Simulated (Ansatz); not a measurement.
## Ti2GeC: C → Sn

Consider Ti₂GeC (space group P6_3/mmc, No. 194; a = 3.053 Å, c = 12.887 Å; a cell from a computed database, its experimental status unchecked).

Modification: every C is replaced by Sn, then cell and atoms are relaxed.

Calculations: DFT with PBEsol, PAW potentials and a 420 eV plane-wave cutoff in Ansatz (a first-principles code), scalar-relativistic without spin-orbit coupling. k-mesh 16×16×4 (Γ-centred); smearing 0.05 eV (Fermi–Dirac), for the changed cell.

The volume per atom goes up by 5.79 Å³ to 18.80 Å³ and the density increases by 0.58 g/cm³, from 5.76 g/cm³ to 6.34 g/cm³. The lattice parameter a rises by 0.380 Å to 3.433 Å and the c/a ratio goes up by 0.070, from 4.221 to 4.291. The space group is still P6_3/mmc (No. 194) and the shortest interatomic distance increases by 0.451 Å (2.104 Å → 2.555 Å). The band gap remains zero.

Final structure:

```
CELL_PARAMETERS angstrom
      3.43301     0.00000     0.00000
     -1.71651     2.97308     0.00000
      0.00000     0.00000    14.73198
ATOMIC_POSITIONS crystal
  Ti 0.66667 0.33333 0.64053
  Ti 0.33333 0.66667 0.35947
  Ti 0.33333 0.66667 0.14053
  Ti 0.66667 0.33333 0.85947
  Ge 0.66667 0.33333 0.25000
  Ge 0.33333 0.66667 0.75000
  Sn 0.00000 0.00000 0.50000
  Sn 0.00000 0.00000 0.00000
```

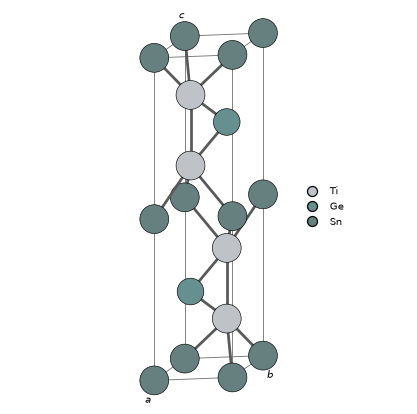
The relaxed conventional cell after the change

Stability against distortions was not tested. As relaxed here, Ti2SnGe is a hypothetical phase, not in the database extracts checked. All final runs are without spin polarisation.
